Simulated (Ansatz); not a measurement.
# Zr2CO2 MXene, 4 layers (80 atoms): taking the cell apart: runs compared

How much energy holds the two parts of Zr2CO2 MXene, 4 layers (80 atoms) together, and how does it fall off with distance?

Computed with Ansatz 0.2.0: Kohn-Sham DFT, PBE+D4, PAW (set soft_2), plane waves.

**1. The cell as built**

The cell holds 80 atoms: 16 C, 32 Zr and 32 O. Cell: a = 6.752 Å, b = 6.752 Å, c = 40.780 Å, α = 90.0°, β = 90.0°, γ = 120.0°. It derives from Zr2CO2 (Zr2CO2 MXene). 4 layers of Zr2CO2 MXene (a = 3.31 Å), 2 x 2 cells, biaxial strain +2 %, every second layer slid by 0.667 of a1 + 2 a2; facing planes 2.84, 2.72, 2.82 Å apart; 14 Å of vacuum. Regions: layer 1, 20 atoms (4 C, 8 Zr and 8 O); layer 2, 20 atoms (4 C, 8 Zr and 8 O); layer 3, 20 atoms (4 C, 8 Zr and 8 O); layer 4, 20 atoms (4 C, 8 Zr and 8 O). Vacuum lies along c.

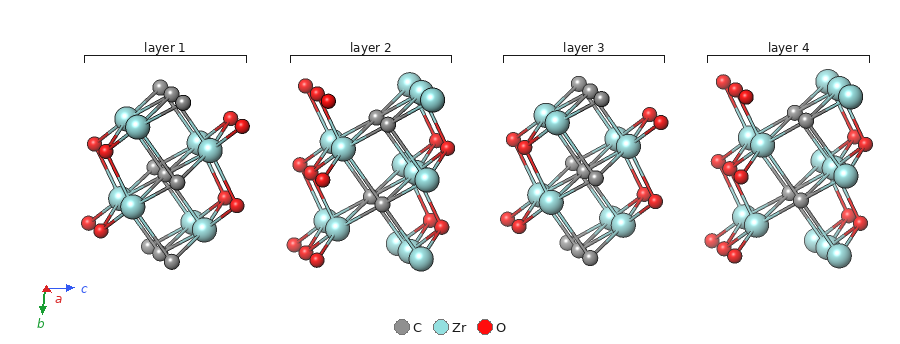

The cell as built. Bonds to atoms that aren't drawn are left out. Some periodic images of atoms are drawn too.

Limits known from the start: The cell is under 6 Å thick along two periodic directions, so every atom has periodic images of itself close by, which move with it and show among its neighbours and in g(r).

**2. The reference run**

The reference is a single point at the end of the relaxation.

The parts (lower: layer 1, layer 2 and layer 3 and upper: layer 4) keep their atoms where they stand in it, and shifted cells move the upper part rigidly.

Its input, with most atom lines left out:

```yaml
crystal:
  lattice:
    - [6.7524, 0.0, 0.0]
    - [-3.3762, 5.84775, 0.0]
    - [0.0, 0.0, 40.78]
  atoms:
    - { symbol: C, position: [0.00025, 0.00019, 0.22709] }
    - { symbol: Zr, position: [0.16672, 0.3337, 0.26097] }
    - { symbol: Zr, position: [0.33342, 0.16705, 0.1932] }
    - { symbol: O, position: [0.33342, 0.16704, 0.28244] }
    - { symbol: O, position: [0.16685, 0.33371, 0.17167] }
    - { symbol: C, position: [0.00012, 0.50033, 0.2271] }
    - { symbol: Zr, position: [0.16665, 0.83372, 0.26097] }
    [... atom lines 8 to 80 left out ...]
kpoints:
  mp_grid: { grid: [3, 3, 1] }
hamiltonian:
  xc: pbe
  dispersion: d4
scf:
  occupations: { method: fixed }
output:
  forces: true
  populations: intrinsic
  dos:
    method: { smearing: { sigma: 0.08 } }
    de: 0.1
    projected:
      site_lists:
        C: [C]
        O: [O]
        Zr: [Zr]
        layer_1: [0, 1, 2, 3, 4, 5, 6, 7, 8, 9, 10, 11, 12, 13, 14, 15, 16, 17, 18, 19]
        layer_2: [20, 21, 22, 23, 24, 25, 26, 27, 28, 29, 30, 31, 32, 33, 34, 35, 36, 37, 38, 39]
        layer_3: [40, 41, 42, 43, 44, 45, 46, 47, 48, 49, 50, 51, 52, 53, 54, 55, 56, 57, 58, 59]
        layer_4: [60, 61, 62, 63, 64, 65, 66, 67, 68, 69, 70, 71, 72, 73, 74, 75, 76, 77, 78, 79]
  eigenvalues: true
  write_density: true
  write_potential: true
  volumetric_format: npy
```

- free energy per atom: -1952.0799 eV/atom
- r.m.s. force component: 0.00779 eV/Å

Filled and empty levels are parted by 1.10 eV on the run's k-points; the mesh holds the band edges only if they fold onto it, so the gap at this level can be narrower or closed, while semilocal functionals tend to narrow gaps against experiment.

**3. The runs**

Each row is one run, on 4 threads of Arm Neoverse V1, shared host. The free energy is the program's total, comparable only between runs with the same functional, potentials and atoms, or as a whole against its parts.

| run | atoms | outcome | ionic steps, all passes | free energy (eV) | time | host memory (GiB) |
| --- | --- | --- | --- | --- | --- | --- |
| Single point at the start | 80 | converged | - | -156165.391 | 3 min | 9.7 |
| Relaxation | 80 | converged | 4 | -156166.388 | 8.9 min | 9.7 |
| Single point at the relaxed geometry | 80 | converged | - | -156166.388 | 5.3 min | 10 |
| The lower part alone | 60 | converged | - | -117124.601 | 3.1 min | 8.3 |
| The upper part alone | 20 | converged | - | -39041.228 | 33 s | 3.3 |
| Upper part moved by +0.3 Å | 80 | converged | - | -156166.360 | 3.2 min | 10 |
| Upper part moved by -0.3 Å | 80 | converged | - | -156166.284 | 3.1 min | 10 |
| Upper part moved by +0.8 Å | 80 | converged | - | -156166.235 | 3 min | 10 |

In some runs the program notes that the exchange-correlation potential is rough where the density is thin.

**4. Interaction energy**

Whole cell less its two parts, each frozen at the geometry of the whole and solved in the same cell with the same functional, so that energy zeros cancel. The upper part is 'layer 4' and the lower part 'layer 1, layer 2 and layer 3'. The nearest atoms of the two parts stand 3.37 Å apart. The face is 39.49 Å².

| functional | interaction energy (eV) | of it, the added dispersion term (eV) | per area (meV/Å²) | per area (J/m²) | per atom of the upper part (meV) |
| --- | --- | --- | --- | --- | --- |
| PBE+D4 | -0.559 | -0.702 | -14.2 | -0.23 | -27.9 |

**5. Energy against separation**

The upper part is moved rigidly along the normal from its place in the reference.

| shift (Å) | energy change (eV) | per area (meV/Å²) | share of the binding lost (%) | gap (eV) |
| --- | --- | --- | --- | --- |
| -0.3 | 0.104 | 2.63 | - | 1.06 |
| +0.0 | 0.000 | 0.00 | - | 1.10 |
| +0.3 | 0.029 | 0.72 | 5 | 1.10 |
| +0.8 | 0.153 | 3.87 | 27 | 1.10 |

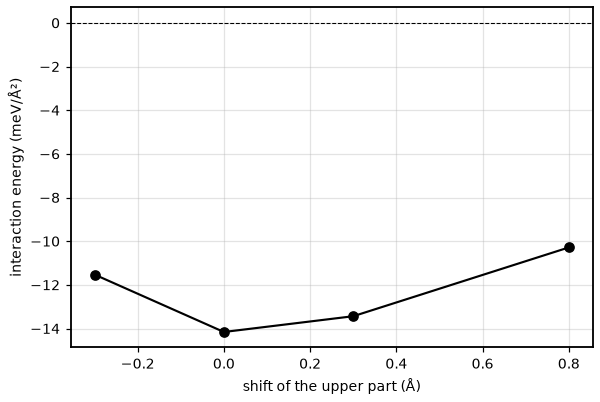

Interaction energy against the shift of the upper part; zero is the parts apart.

**6. Levels of whole and parts**

| cell | gap (eV) | vacuum level at the upper face, over the highest filled level, or over E_F where no gap is given (eV) | moment (μB) |
| --- | --- | --- | --- |
| whole | 1.10 | 5.17 | no spin |
| lower part | 1.10 | 5.16 | no spin |
| upper part | 1.13 | 5.18 | no spin |

**7. Findings**

The parts bind with 14.2 meV/Å² (0.559 eV for the cell) at the level PBE+D4, the size of van der Waals binding between sheets. The added dispersion term contributes -0.702 eV, the functional itself 0.143 eV. The curvature over ±0.3 Å is 0.60×10²⁰ N/m³, and the energy rises faster on the near side. At +0.8 Å, 27 % of the binding is lost; the shift also narrows the vacuum to the periodic image. On the run's k-points the gap of the whole, 1.10 eV, lies 0.0035 eV under the smaller of the parts'.

Caveats: The parts are frozen, so the energy of their deformation isn't counted. No correction is made for dipoles across the vacuum, and the parts also feel their periodic images through it.

The DFT runs together took 30 min of wall time.

[Logs are printed without paths, hosts, clocks, repeated set-up lines and the standing remarks that a program may print on its own settings, such as how far it seeks lower states.]

[Hosts, paths, dates, database ids (printed as entryN), source tags and the programs' standing remarks are cut or masked in the printed files.]
